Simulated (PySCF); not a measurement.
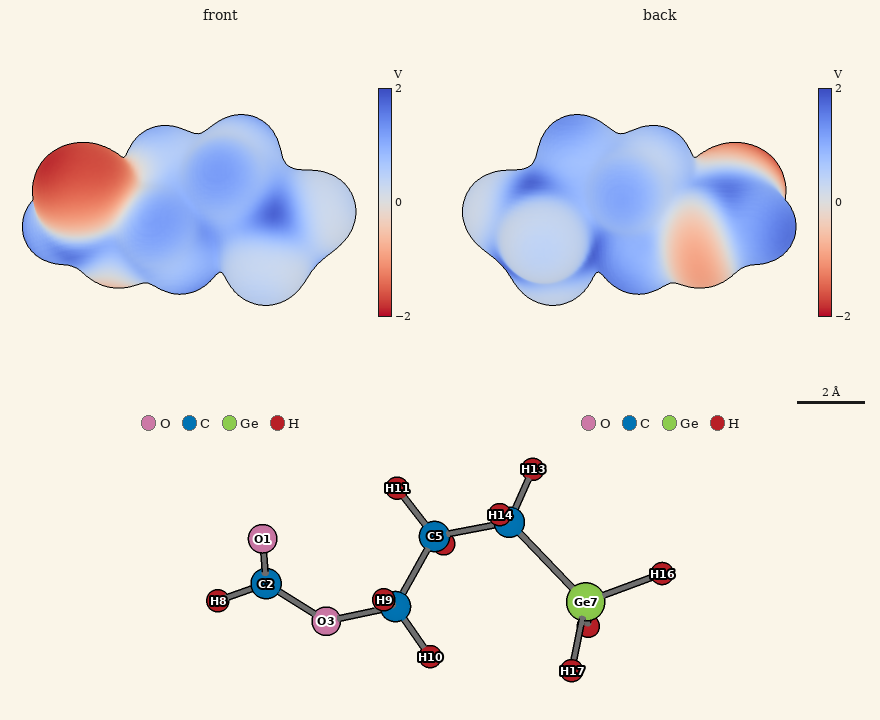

C₄H₁₀GeO₂ (SMILES O=COCC[CH2][GeH3]). The electrostatic potential painted on the density surface at 0.004 e/bohr³, seen from the front and from behind; the colour scale runs from red (negative) to blue (positive). The bare structure is drawn below in the same view.

Geometry: GFN2-xTB.

Theory: wB97X-D/def2-SVPD, SCF density, gas phase (PySCF).

The calculation's input:

```
{"job": {"kind": "uv", "xc": "wB97X-D", "basis": "def2-SVPD", "nstates": 8, "ntriplets": 3}, "charge": 0, "multiplicity": 1}
O      2.994343    -0.246206     1.430049
C      3.085950     0.304282     0.372884
O      2.102690     0.794830    -0.357475
C      0.772964     0.643782     0.150568
C      0.202167    -0.730425    -0.176586
C     -1.227842    -0.876904     0.326847
Ge    -2.525382     0.352294    -0.516868
H      4.039106     0.493057    -0.151016
H      0.784669     0.798248     1.234830
H      0.187572     1.430097    -0.333683
H      0.838720    -1.490505     0.284257
H      0.234074    -0.873711    -1.259788
H     -1.561243    -1.898840     0.135113
H     -1.252545    -0.737892     1.409044
H     -2.316888     0.420084    -1.995862
H     -3.922666    -0.119100    -0.273608
H     -2.442687     1.748937     0.010307
```

Run with:

```sh
OMP_NUM_THREADS=1 python probes_run.py task.json out
```

**Where is the surface potential most negative and most positive?**

The most negative region (about −1.8 V) lies over O1, the most positive (about +1.7 V) over Ge7. O1 is the likeliest acceptor of a hydrogen bond.
